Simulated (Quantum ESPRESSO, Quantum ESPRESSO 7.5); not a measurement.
# Pb(100), 5 layers: test of the smearing

Aim: how far one choice must go before the vacuum level and the energy of Pb(100), 5 layers stand still, and what it costs.

Calculated with Quantum ESPRESSO 7.5; plane-wave DFT, PBE, SSSP efficiency pseudopotentials.

### 1. Starting point

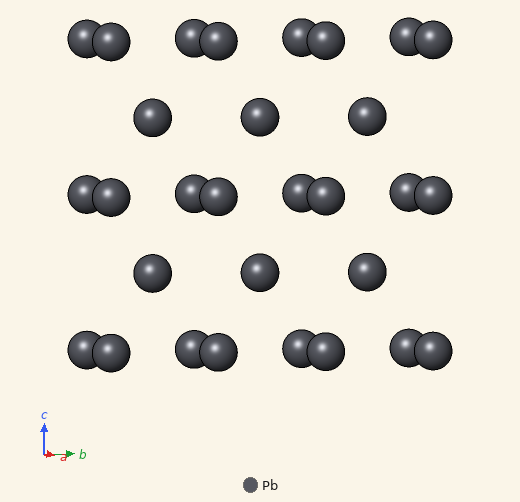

The cell as given, from the side, with the c axis up (lead dark grey). 1×3×1 cells are drawn. Some periodic images of atoms are drawn too.

The cell holds 5 atoms: 5 Pb. Its edges and angles: a = 3.500 Å, b = 3.500 Å, c = 25.900 Å, α = 90.0°, β = 90.0°, γ = 90.0°. It derives from Pb. Vacuum lies along c.

### 2. Ground state: mv smearing, 0.01 Ry

The first run is the reference of the series.

Contents of c0.in:

```
&control
  prefix = 'c0'
  outdir = './out'
  pseudo_dir = './pseudo'
  calculation = 'scf'
  tprnfor = .true.
/
&system
  ibrav = 0
  nat = 5
  ntyp = 1
  ecutwfc = 45
  ecutrho = 360
  occupations = 'smearing'
  smearing = 'mv'
  degauss = 0.01
  assume_isolated = 'esm'
  esm_bc = 'bc1'
/
&electrons
  conv_thr = 1e-07
  mixing_beta = 0.4
  electron_maxstep = 120
  mixing_mode = 'local-TF'
/
ATOMIC_SPECIES
  Pb  207.2000  Pb.pbe-dn-kjpaw_psl.0.2.2.UPF
CELL_PARAMETERS angstrom
  3.50017856687341 0.00000000000000 0.00000000000000
  0.00000000000000 3.50017856687341 0.00000000000000
  0.00000000000000 0.00000000000000 25.90000000000000
ATOMIC_POSITIONS crystal
  Pb  0.000000000000 0.000000000000 -0.191119691120
  Pb  0.500000000000 0.500000000000 -0.095559845560
  Pb  0.000000000000 0.000000000000 0.000000000000
  Pb  0.500000000000 0.500000000000 0.095559845560
  Pb  0.000000000000 0.000000000000 0.191119691120
K_POINTS automatic
  10 10 1 0 0 0
```

Command:

```sh
$ OMP_NUM_THREADS=1 mpirun -n 4 pw.x -nk 4 -in c0.in > c0.out
```

Output:

```text
Program PWSCF v.7.5 starts
[citation notice left out]

     Parallel version (MPI & OpenMP), running on       4 processor cores
     Number of MPI processes:                 4
     Threads/MPI process:                     1

     MPI processes distributed on     1 nodes
[...]
Current dimensions of program PWSCF are:
     Max number of different atomic species (ntypx) = 10
     Max number of k-points (npk) =  40000
     Max angular momentum in pseudopotentials (lmaxx) =  4
     file Pb.pbe-dn-kjpaw_psl.0.2.2.UPF: wavefunction(s)  6S renormalized
     Message from routine setup:
     using ibrav=0 with symmetry is DISCOURAGED, use correct ibrav instead

     K-points division:     npool     =       4
     Subspace diagonalization in iterative solution of the eigenvalue problem:
     a serial algorithm will be used

     G-vector sticks info
     --------------------
     sticks:   dense  smooth     PW     G-vecs:    dense   smooth      PW
     Sum        1245     621    185               246811    87173   14491

     Using Slab Decomposition

     bravais-lattice index     =            0
     lattice parameter (alat)  =       6.6144  a.u.
     unit-cell volume          =    2141.2963 (a.u.)^3
     number of atoms/cell      =            5
     number of atomic types    =            1
     number of electrons       =        70.00
     number of Kohn-Sham states=           42
     kinetic-energy cutoff     =      45.0000  Ry
     charge density cutoff     =     360.0000  Ry
     scf convergence threshold =      1.0E-07
     mixing beta               =       0.4000
     number of iterations used =            8  local-TF  mixing
     Exchange-correlation= SLA  PW   PBX  PBC
                           (   1   4   3   4   0   0   0)

     Effective Screening Medium Method
     =================================
     Boundary Conditions: Vacuum-Slab-Vacuum
     total charge in unit cell        =   0.0000
     grid points for fit at edges     =        4

     celldm(1)=   6.614379  celldm(2)=   0.000000  celldm(3)=   0.000000
     celldm(4)=   0.000000  celldm(5)=   0.000000  celldm(6)=   0.000000

     crystal axes: (cart. coord. in units of alat)
               a(1) = (   1.000000   0.000000   0.000000 )
               a(2) = (   0.000000   1.000000   0.000000 )
               a(3) = (   0.000000   0.000000   7.399622 )

     reciprocal axes: (cart. coord. in units 2 pi/alat)
               b(1) = (  1.000000  0.000000  0.000000 )
               b(2) = (  0.000000  1.000000  0.000000 )
               b(3) = (  0.000000  0.000000  0.135142 )

     PseudoPot. # 1 for Pb read from file:
     ./pseudo/Pb.pbe-dn-kjpaw_psl.0.2.2.UPF
     Pseudo is Projector augmented-wave + core cor, Zval = 14.0
     Generated using "atomic" code by A. Dal Corso  v.5.0.99 svn rev. 10869
     Shape of augmentation charge: PSQ
     Using radial grid of 1281 points,  6 beta functions with:
                l(1) =   0
                l(2) =   0
                l(3) =   1
                l(4) =   1
                l(5) =   2
                l(6) =   2
     Q(r) pseudized with 0 coefficients

     atomic species   valence    mass     pseudopotential
     Pb               14.00   207.20000     Pb( 1.00)

     16 Sym. Ops., with inversion, found

   Cartesian axes

     site n.     atom                  positions (alat units)
         1        Pb     tau(   1) = (   0.0000000   0.0000000  -1.4142136  )
         2        Pb     tau(   2) = (   0.5000000   0.5000000  -0.7071068  )
         3        Pb     tau(   3) = (   0.0000000   0.0000000   0.0000000  )
         4        Pb     tau(   4) = (   0.5000000   0.5000000   0.7071068  )
         5        Pb     tau(   5) = (   0.0000000   0.0000000   1.4142136  )

     number of k points=    21  Marzari-Vanderbilt smearing, width (Ry)=  0.0100
                       cart. coord. in units 2pi/alat
        k(    1) = (   0.0000000   0.0000000   0.0000000), wk =   0.0200000
        k(    2) = (   0.0000000   0.1000000   0.0000000), wk =   0.0800000
        k(    3) = (   0.0000000   0.2000000   0.0000000), wk =   0.0800000
        k(    4) = (   0.0000000   0.3000000   0.0000000), wk =   0.0800000
        k(    5) = (   0.0000000   0.4000000   0.0000000), wk =   0.0800000
        k(    6) = (   0.0000000  -0.5000000   0.0000000), wk =   0.0400000
        k(    7) = (   0.1000000   0.1000000   0.0000000), wk =   0.0800000
        k(    8) = (   0.1000000   0.2000000   0.0000000), wk =   0.1600000
        k(    9) = (   0.1000000   0.3000000   0.0000000), wk =   0.1600000
        k(   10) = (   0.1000000   0.4000000   0.0000000), wk =   0.1600000
[...]
k(   21) = (  -0.5000000  -0.5000000   0.0000000), wk =   0.0200000

     Dense  grid:   246811 G-vectors     FFT dimensions: (  40,  40, 300)

     Smooth grid:    87173 G-vectors     FFT dimensions: (  30,  30, 216)

     Estimated max dynamical RAM per process >     389.11 MB

     Estimated total dynamical RAM >       1.34 GB

     Initial potential from superposition of free atoms

     starting charge      69.9882, renormalised to      70.0000

     negative rho (up, down):  7.578E-05 0.000E+00
     Starting wfcs are   45 randomized atomic wfcs
     Checking if some PAW data can be deallocated...

     total cpu time spent up to now is        3.6 secs

     per-process dynamical memory:   167.9 Mb

     Self-consistent Calculation

     iteration #  1     ecut=    45.00 Ry     beta= 0.40
     Davidson diagonalization with overlap
     ethr =  1.00E-02,  avg # of iterations =  1.7

     Threshold (ethr) on eigenvalues was too large:
     Diagonalizing with lowered threshold

     Davidson diagonalization with overlap
     c_bands:  2 eigenvalues not converged
     c_bands:  3 eigenvalues not converged
     c_bands:  2 eigenvalues not converged
     c_bands:  2 eigenvalues not converged
     c_bands:  2 eigenvalues not converged
     c_bands:  2 eigenvalues not converged
     ethr =  2.35E-05,  avg # of iterations = 20.8

     negative rho (up, down):  3.448E-08 0.000E+00

     total cpu time spent up to now is       32.9 secs

     total energy              =   -4352.73991517 Ry
     estimated scf accuracy    <       0.08163709 Ry

     iteration #  2     ecut=    45.00 Ry     beta= 0.40
[...]
total energy              =   -4352.73019241 Ry
     estimated scf accuracy    <       0.05239502 Ry

     iteration #  3     ecut=    45.00 Ry     beta= 0.40
[...]
c_bands:  1 eigenvalues not converged
[...]
c_bands:  1 eigenvalues not converged
     c_bands:  1 eigenvalues not converged
     c_bands:  1 eigenvalues not converged
     c_bands:  2 eigenvalues not converged
[...]
total energy              =   -4352.73677932 Ry
     estimated scf accuracy    <       0.00658926 Ry

     iteration # 11     ecut=    45.00 Ry     beta= 0.40
[...]
negative rho (up, down):  2.946E-04 0.000E+00

[...]
total energy              =   -4352.73598246 Ry
     estimated scf accuracy    <       0.00123992 Ry

     iteration # 12     ecut=    45.00 Ry     beta= 0.40
[...]
negative rho (up, down):  4.489E-05 0.000E+00

[...]
total energy              =   -4352.73642221 Ry
     estimated scf accuracy    <       0.00380981 Ry

     iteration # 13     ecut=    45.00 Ry     beta= 0.40
[...]
c_bands:  1 eigenvalues not converged
[...]
negative rho (up, down):  6.411E-05 0.000E+00

[...]
total energy              =   -4352.73615450 Ry
     estimated scf accuracy    <       0.00117346 Ry

     iteration # 14     ecut=    45.00 Ry     beta= 0.40
[...]
negative rho (up, down):  2.535E-08 0.000E+00

[...]
total energy              =   -4352.73588463 Ry
     estimated scf accuracy    <       0.00036511 Ry

[...]
iteration # 23     ecut=    45.00 Ry     beta= 0.40
[...]
negative rho (up, down):  3.183E-05 0.000E+00

[...]
total energy              =   -4352.73579227 Ry
     estimated scf accuracy    <       0.00000272 Ry

     iteration # 24     ecut=    45.00 Ry     beta= 0.40
[...]
negative rho (up, down):  5.471E-05 0.000E+00

[...]
total energy              =   -4352.73577426 Ry
     estimated scf accuracy    <       0.00000180 Ry

     iteration # 25     ecut=    45.00 Ry     beta= 0.40
[...]
negative rho (up, down):  4.569E-05 0.000E+00

[...]
total energy              =   -4352.73577796 Ry
     estimated scf accuracy    <       0.00000047 Ry

     iteration # 26     ecut=    45.00 Ry     beta= 0.40
[...]
negative rho (up, down):  4.504E-05 0.000E+00

[...]
total energy              =   -4352.73577826 Ry
     estimated scf accuracy    <       0.00000059 Ry

     iteration # 27     ecut=    45.00 Ry     beta= 0.40
[...]
negative rho (up, down):  4.467E-05 0.000E+00

[...]
total energy              =   -4352.73577835 Ry
     estimated scf accuracy    <       0.00000039 Ry

     iteration # 28     ecut=    45.00 Ry     beta= 0.40
[...]
negative rho (up, down):  4.379E-05 0.000E+00

[...]
total energy              =   -4352.73577913 Ry
     estimated scf accuracy    <       0.00000017 Ry

     iteration # 29     ecut=    45.00 Ry     beta= 0.40
[...]
negative rho (up, down):  5.011E-05 0.000E+00

[...]
total energy              =   -4352.73577576 Ry
     estimated scf accuracy    <       0.00000020 Ry

     iteration # 30     ecut=    45.00 Ry     beta= 0.40
[...]
negative rho (up, down):  4.822E-05 0.000E+00

[...]
End of self-consistent calculation

          k = 0.0000 0.0000 0.0000 ( 10765 PWs)   bands (ev):

   -20.9555 -20.9243 -20.9031 -20.8673 -20.8368 -20.8308 -20.8049 -20.8012
   -20.7852 -20.7852 -20.7382 -20.7382 -20.6999 -20.6874 -20.6874 -20.6672
   -20.6576 -20.6352 -20.6228 -20.5674 -20.5674 -20.5551 -20.5370 -20.5096
   -20.5096 -15.2764 -14.6587 -13.6885 -12.3985 -11.0946  -6.4189  -4.8501
    -2.8780  -1.3984  -1.3984  -1.0659  -0.6633  -0.6632  -0.1522  -0.0316
     0.4470   0.4471

          k = 0.0000 0.1000 0.0000 ( 10820 PWs)   bands (ev):

   -20.9372 -20.9079 -20.8887 -20.8545 -20.8274 -20.8197 -20.7966 -20.7918
   -20.7864 -20.7798 -20.7417 -20.7402 -20.7109 -20.6967 -20.6768 -20.6616
   -20.6602 -20.6393 -20.6379 -20.5796 -20.5661 -20.5601 -20.5380 -20.5264
   -20.5104 -15.1484 -14.5327 -13.5704 -12.3015 -11.0416  -6.2846  -4.8672
    -3.2501  -2.3691  -1.7303  -1.3389  -1.2508  -0.5271  -0.3510  -0.3045
     0.4212   0.4619

          k = 0.0000 0.2000 0.0000 ( 10858 PWs)   bands (ev):

   -20.9001 -20.8764 -20.8614 -20.8101 -20.8085 -20.8016 -20.7892 -20.7741
   -20.7659 -20.7658 -20.7472 -20.7410 -20.7328 -20.7173 -20.6725 -20.6664
   -20.6514 -20.6429 -20.6386 -20.6058 -20.5774 -20.5700 -20.5663 -20.5340
   -20.5161 -14.7650 -14.1579 -13.2250 -12.0318 -10.9297  -5.9468  -5.2965
    -4.5294  -3.6962  -3.1262  -2.2064  -1.3681  -0.8175  -0.5753  -0.1311
    -0.1097   0.7837

          k = 0.0000 0.3000 0.0000 ( 10924 PWs)   bands (ev):

   -20.8679 -20.8531 -20.8430 -20.8123 -20.8002 -20.7957 -20.7599 -20.7592
   -20.7575 -20.7564 -20.7496 -20.7307 -20.7183 -20.7165 -20.7042 -20.6778
   -20.6720 -20.6178 -20.6094 -20.5959 -20.5917 -20.5874 -20.5679 -20.5306
   -20.5285 -14.1333 -13.5505 -12.6914 -11.6860 -10.9472  -6.3501  -6.2706
    -5.3195  -5.0864  -3.8931  -3.2385  -2.2814  -1.0533  -0.1279   0.4547
     0.4825   0.5980

          k = 0.0000 0.4000 0.0000 ( 10938 PWs)   bands (ev):

   -20.8429 -20.8385 -20.8338 -20.8242 -20.8057 -20.7941 -20.7713 -20.7686
   -20.7684 -20.7628 -20.7601 -20.7283 -20.7253 -20.7230 -20.6924 -20.6803
   -20.6539 -20.6139 -20.5971 -20.5761 -20.5695 -20.5577 -20.5417 -20.5368
   -20.5305 -13.2832 -12.7661 -12.0996 -11.5466 -11.4076  -7.2229  -7.0897
    -6.1966  -5.8022  -4.3565  -3.8813  -2.1348  -1.2958   0.0569   0.5243
     0.7622   1.2321

          k = 0.0000-0.5000 0.0000 ( 10934 PWs)   bands (ev):

   -20.8328 -20.8325 -20.8325 -20.8294 -20.8023 -20.7859 -20.7817 -20.7765
   -20.7744 -20.7668 -20.7639 -20.7491 -20.7322 -20.7300 -20.6995 -20.6773
   -20.6260 -20.5974 -20.5972 -20.5719 -20.5569 -20.5467 -20.5447 -20.5312
   -20.5168 -12.3148 -12.2927 -12.0009 -11.9421 -11.7907  -7.5639  -7.3550
    -6.5215  -5.9998  -5.2571  -3.1799  -2.1350  -1.6481  -0.0945   0.3980
     1.7413   1.8420

[...]
the Fermi energy is    -3.7125 ev

!    total energy              =   -4352.73577693 Ry
     total all-electron energy =   -208820.378105 Ry
     estimated scf accuracy    <       0.00000009 Ry
     smearing contrib. (-TS)   =      -0.00058988 Ry
     internal energy E=F+TS    =   -4352.73518705 Ry

     The total energy is F=E-TS. E is the sum of the following terms:
     one-electron contribution =   10683.50230353 Ry
     hartree contribution      =   -5318.60601302 Ry
     xc contribution           =    -221.65326662 Ry
     ewald contribution        =   -5853.78086743 Ry
     one-center paw contrib.   =   -3642.19734351 Ry

     convergence has been achieved in  30 iterations

     negative rho (up, down):  4.822E-05 0.000E+00

     Forces acting on atoms (cartesian axes, Ry/au):

     atom    1 type  1   force =     0.00000000    0.00000000   -0.00100660
     atom    2 type  1   force =     0.00000000    0.00000000   -0.00575255
     atom    3 type  1   force =     0.00000000    0.00000000    0.00000000
     atom    4 type  1   force =     0.00000000    0.00000000    0.00575255
     atom    5 type  1   force =     0.00000000    0.00000000    0.00100660

     Total force =     0.008259     Total SCF correction =     0.000557

[...]
=------------------------------------------------------------------------------=
   JOB DONE.
=------------------------------------------------------------------------------=
[...]
```

Run time: 5 min. Hardware: 4 MPI ranks of Arm Neoverse V1, shared host; peak memory 1.4 GiB; 20 min of CPU time.

This step gave:

| Item | Value |
| --- | --- |
| free energy | -59221.9872 eV |
| Fermi energy | -3.712 eV |
| vacuum line at the lower end of the cell, over the Fermi level | 3.712 eV |
| vacuum line at the upper end of the cell, over the Fermi level | 3.712 eV |

The potential energy, planar mean oscillates, so the rows of the table below give means over windows of 2.5 Å about each position, cut where the curve ends. Its maxima inside the range that stand out by 2 % of the span (Å: eV): -3.7: -0.0835, -1.2: -0.103, 1.2: -0.103, 3.7: -0.0835. Its minima: -4.9: -10.9, -2.5: -10.9, 0.0: -11.0, 2.5: -10.9, 4.9: -10.9.

Electrostatic potential energy of an electron; zero at the Fermi level. Table of potential energy, planar mean by z; means over each step:

```
 z (Å)  potential energy, planar mean (eV)
-11.70                                3.71
 -9.20                                3.71
 -6.70                                1.78
 -4.20                               -5.23
 -1.70                               -5.27
  0.80                               -5.29
  3.30                               -5.27
  5.80                               -2.94
  8.30                                3.67
 10.80                                3.71
```

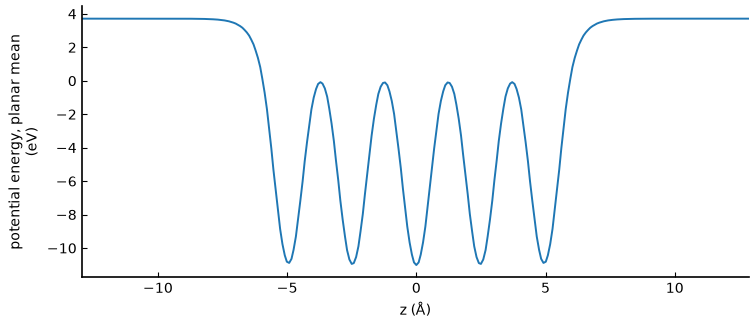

Potential energy, planar mean against z.

The program's own clock; routines nest. Time by routine:

```
     routine  wall time (s)  calls
       PWSCF          301.9      1
   electrons          296.9      1
     c_bands          222.4     31
     cegterg          200.4    186
       h_psi          133.7   1494
        fftw          113.1  62868
    vloc_psi          107.7   1494
    sum_band          28.47     31
      calbec          16.41   1704
     PAW_pot          16.17     31
     mix_rho          15.98     31
  add_vuspsi          12.93   1494
       s_psi          12.77   1494
h_psi:calbec          12.58   1494
```

The vacuum levels are read from the outermost 0.7 Å of the cell on either side.

The run needed 30 iterations to bring the estimated error under 1e-07 Ry; the largest force on any atom, held or free, is 0.15 eV/Å.

Inside the slab this potential holds the local part of the pseudopotentials, which can be repulsive at the nuclei; only its value in the vacuum has a meaning of its own.

(Continued in part 2 of 4.)

[Logs are printed without paths, hosts, clocks, repeated set-up lines and the standing remarks that a program may print on its own settings, such as how far it seeks lower states.]

[Hosts, paths, dates, database ids (printed as entryN), source tags and the programs' standing remarks are cut or masked in the printed files.]

[Maps of the electrostatic potential energy from Ansatz leave out the sawtooth potential of an applied field or a dipole correction, so their vacuum need not be flat; planar profiles and work functions include it.]
